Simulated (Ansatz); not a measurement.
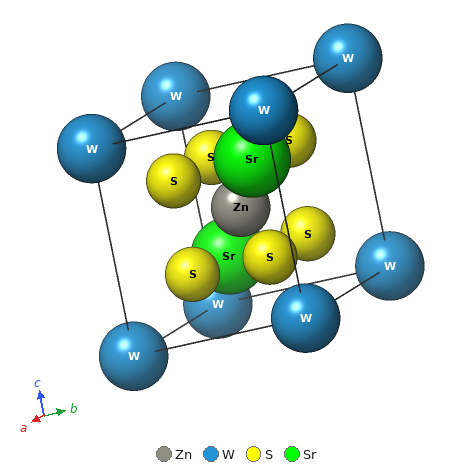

This spheres-only model is shown slightly off an axis. The parallelepiped is the simulation cell.

```
CELL_PARAMETERS angstrom
0.00000 4.68901 4.68901
4.68901 0.00000 4.68901
4.68901 4.68901 0.00000
ATOMIC_POSITIONS crystal
Zn 0.50000 0.50000 0.50000
W 0.00000 0.00000 0.00000
S 0.72500 0.27500 0.27500
S 0.27500 0.72500 0.27500
S 0.27500 0.72500 0.72500
S 0.72500 0.27500 0.72500
S 0.27500 0.27500 0.72500
S 0.72500 0.72500 0.27500
Sr 0.25000 0.25000 0.25000
Sr 0.75000 0.75000 0.75000
```

Setup: DFT, PAW plane waves, PBE in Ansatz 0.2.0; a kinetic-energy cutoff of 420 eV, Brillouin-zone sampling on a 6×6×6 mesh, Fermi-Dirac smearing of 0.1 eV, no spin polarisation.

Question: What charge does Bader's analysis assign to each element?

Answer: Sr +1.56 e; Zn +0.97 e; W +1.49 e; S -0.93 e.

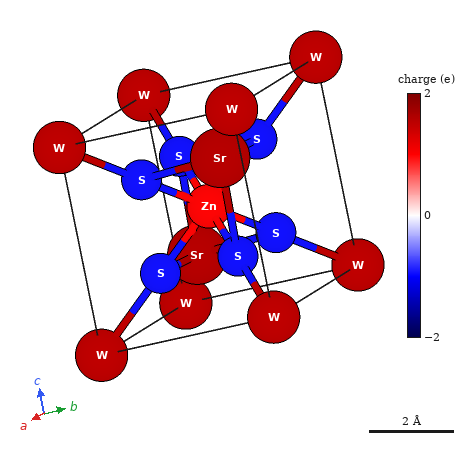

The atoms coloured by those charges.

Provenance: a generated cell, made by putting these elements into a known structure type (the compound may or may not exist in this form); not relaxed. It was run through Ansatz as a DFT input.

At this level of theory the cell isn't at rest (compressed, at 8 GPa and forces up to 6.3 eV/Å), so its distances can differ from those at equilibrium, the more so the softer the solid.
